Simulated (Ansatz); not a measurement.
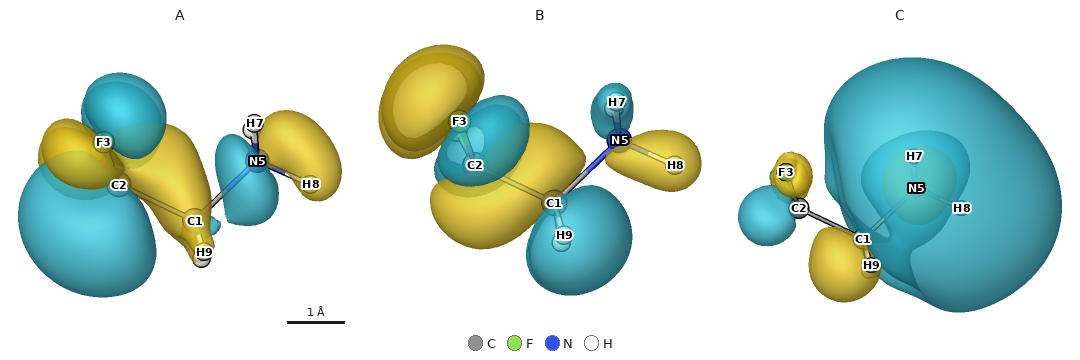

Figure 1: C₂H₅F₂N (SMILES [NH3+]C[C](F)F) (charge +1, doublet). Three frontier orbitals at ±0.06 Å⁻³ᐟ² (yellow and cyan are the two phases), in no order.

Geometry: B3LYP-D3(BJ)/def2-SVP.

Method: Ansatz 0.2.0, isolated molecule in a Gaussian basis; Kohn-Sham density functional theory, functional PBE0.

```yaml
atoms:
  - { symbol: C, position_ang: [-0.3282, 1.3142, 0.5450] }
  - { symbol: C, position_ang: [0.6916, 0.5143, -0.1866] }
  - { symbol: F, position_ang: [1.7736, 0.2217, 0.5100] }
  - { symbol: F, position_ang: [0.2180, -0.5361, -0.8298] }
  - { symbol: N, position_ang: [-0.9305, 0.5014, 1.7040] }
  - { symbol: H, position_ang: [-1.3804, -0.3596, 1.3554] }
  - { symbol: H, position_ang: [-0.1985, 0.2164, 2.3736] }
  - { symbol: H, position_ang: [-1.6409, 1.0370, 2.2257] }
  - { symbol: H, position_ang: [0.1214, 2.2150, 0.9833] }
  - { symbol: H, position_ang: [-1.1578, 1.5917, -0.1185] }
```

### Which picture is the HOMO−1, the HOMO and the LUMO? All are α orbitals.

B is the HOMO−1 (α) (−16.90 eV). Its weight (Hirshfeld) is mainly on F4 (about 30 %), F3 (about 30 %), C1 (about 20 %) and C2 (about 15 %). A is the HOMO (α) (−11.97 eV). It lies mainly on C2 (about 55 %), F3 (about 15 %), F4 (about 15 %) and C1 (about 10 %). C is the LUMO (α) (−5.58 eV). It lies mainly on H8 (about 20 %), H6 (about 20 %), H7 (about 20 %), N5 (about 15 %) and C1 (about 10 %).

### What is the gap between the highest occupied and lowest empty α orbitals?

6.39 eV between the orbital energies.
